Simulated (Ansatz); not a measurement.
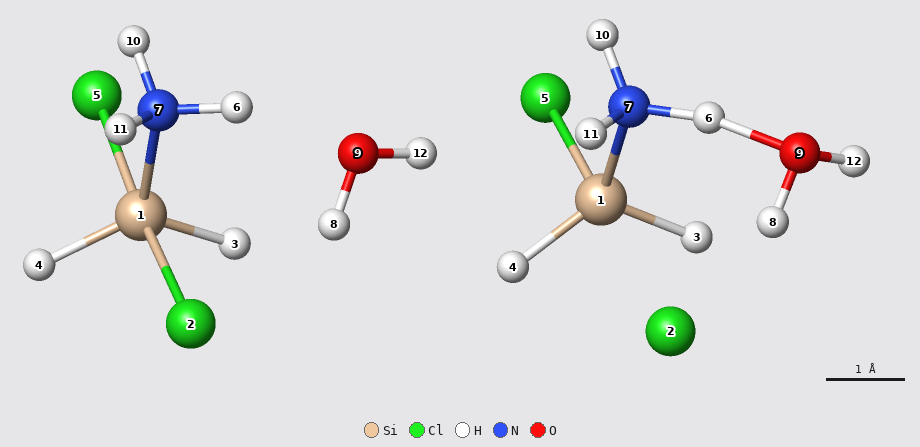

Two geometries of SiNH7OCl2 (started from a transition state, displaced along its imaginary mode), drawn at one scale. One is the start of a relaxation, the other its converged end. Style: ball-and-stick. Shown from a free direction.

All numbers below come from Ansatz 0.2.0, RKS PBE0-D4/def2-TZVP. (force threshold 0.005 eV/Å; at most 200 steps)

> Which geometry has the lower energy?

The left one is the relaxed one. After 15 geometry steps the energy has fallen by 12.0 kcal/mol. Largest force component: 1.9 eV/Å at the start, 0.0032 eV/Å at the end. The atom that moves furthest after the best rigid fit is H12 (0.37 Å). By element the largest moves are H 0.37 Å, Cl 0.29 Å, O 0.24 Å, Si 0.22 Å, N 0.15 Å. Among the contacts that change: Si1–Cl2 2.711 → 2.299 Å, H6–O9 1.375 → 1.762 Å, Cl2–H8 1.964 → 2.289 Å, Si1–Cl5 2.115 → 2.196 Å. Among the angles between lasting bonds that change: Cl5–Si1–N7 100.0° → 88.5°, H6–N7–H10 120.3° → 111.0°, H3–Si1–Cl5 102.3° → 93.5°. Cost: 41 s on 8 threads of Arm Neoverse V1 (shared host).
